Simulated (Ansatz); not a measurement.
Electronic density of states of amorphous In24O37Sr, density 6.45 g/cm³, on a 2×2×2 Γ-centred mesh with a Gaussian width of 0.1 eV; energies count from the Fermi level, whose place inside the gap is arbitrary. Cell and mesh are small, so fine structure isn't converged. The numbers are results of PBE, scalar-relativistic without spin-orbit coupling (plane waves to 420 eV, PAW; Ansatz, an electronic-structure program), not measurements. Sampling: a 2×2×2 Γ-centred mesh; Fermi-Dirac width 0.02 eV; no spin polarisation. At PBE the levels at the filled edge of the gap are localised (band-tail or defect states).

Preparation: random packing, a CHGNet melt and quench, and a DFT relaxation. O atoms were pushed apart under 1.9 Å during the dynamics, to hinder bonds among them. The hot cell started wider than the set density and was brought back towards it in steps. It is the lowest in DFT energy of 2 quenches. It is a model cell: composition and starting density were chosen by hand, and all elements were melted together. No dispersion term was used. Its density started from a set value of 6.45 and ended at 6.45 g/cm³. The quench (nominally 220 K/ps over its main leg) was far faster than any real one, so the model tends to hold more defects than a real film. Values belong to this one cell and scatter from quench to quench. The volume was held where the preparation left it and the shape relaxed, at a PBE pressure of 1.1 GPa. Stress components on the final sampling reach 1.1 GPa.

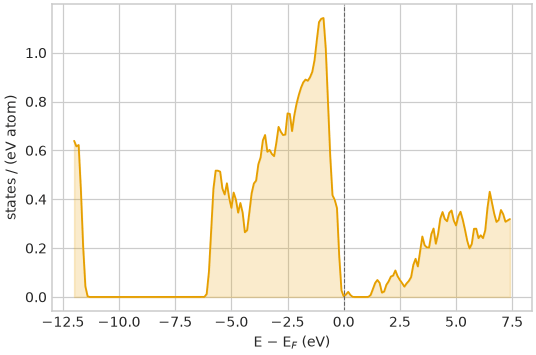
Density of states per atom

The level gap on this mesh is 0.39 eV; the broadening fills part of it in the curve.
